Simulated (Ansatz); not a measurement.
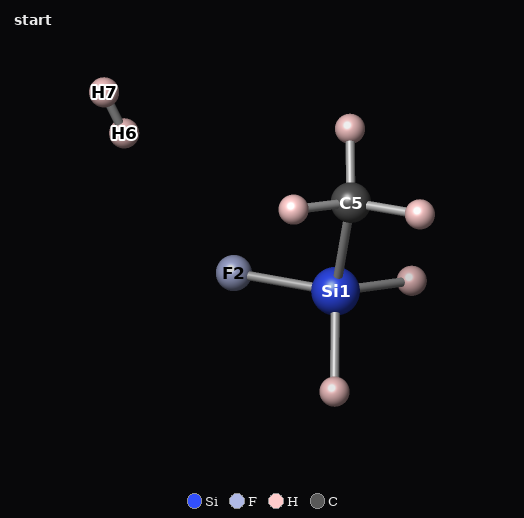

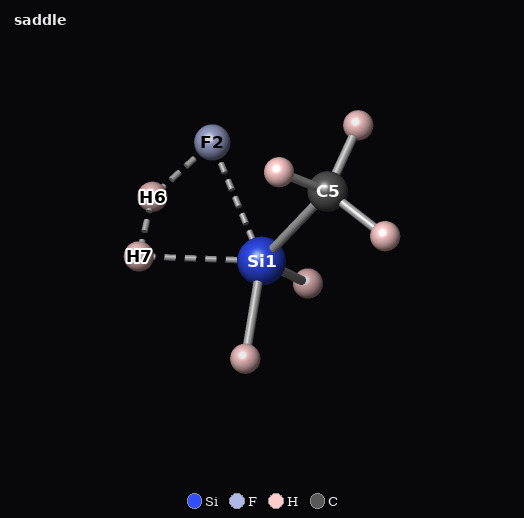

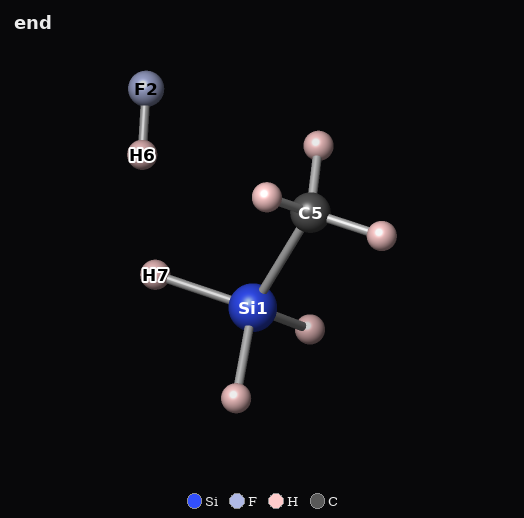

A saddle point and the two end points reached downhill from it. Broken sticks mark bonds that form or break. The species is neutral and a spin singlet. Geometries: PBE0-D4/def2-TZVP; all other levels are single points on them, and energies count from the start as drawn. Program: Ansatz 0.2.0. In CBS estimates cores are frozen, and CCSD(T) − MP2 is taken in the smaller basis.

Q: Which bonds form and which break from start to end?

A: Formed: Si1–H7, F2–H6; broken: Si1–F2, H6–H7. At the saddle point Si1···H7 is 1.70 Å, F2···H6 is 1.21 Å, Si1···F2 is 1.97 Å, H6···H7 is 0.96 Å.

Give the electronic barrier and the reaction energy from start to end in eV (no zero-point energy) with CCSD(T)/CBS (MP2 limit from def2-TZVPP and def2-QZVPP plus CCSD(T) − MP2); B97M-V/def2-TZVPP; SPW92 (LDA)/def2-TZVPP; BLYP-D4/def2-TZVPP; RHF-CCSD(T) (frozen core)/def2-TZVPP.

```csv
level,barrier,reaction energy
CCSD(T)/CBS (MP2 limit from def2-TZVPP and def2-QZVPP plus CCSD(T) − MP2),2.644,+1.137
B97M-V/def2-TZVPP,2.534,+1.148
SPW92 (LDA)/def2-TZVPP,1.824,+0.924
BLYP-D4/def2-TZVPP,2.426,+1.125
RHF-CCSD(T) (frozen core)/def2-TZVPP,2.657,+1.107
```
